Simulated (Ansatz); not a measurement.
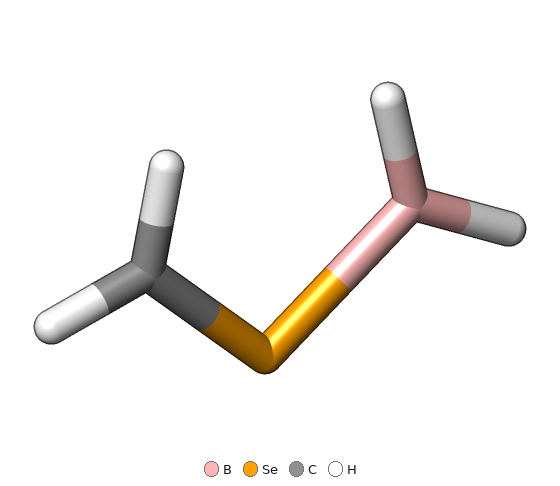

The species has charge +1 and is a spin singlet. The geometry was computed by an optimisation with PBE0-D4/def2-TZVP. No frequency run is at hand to confirm it as a minimum.

Draw it as a skeletal formula.

SMILES: B[Se][CH2+]

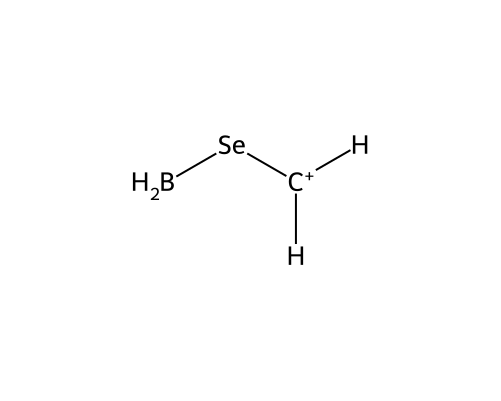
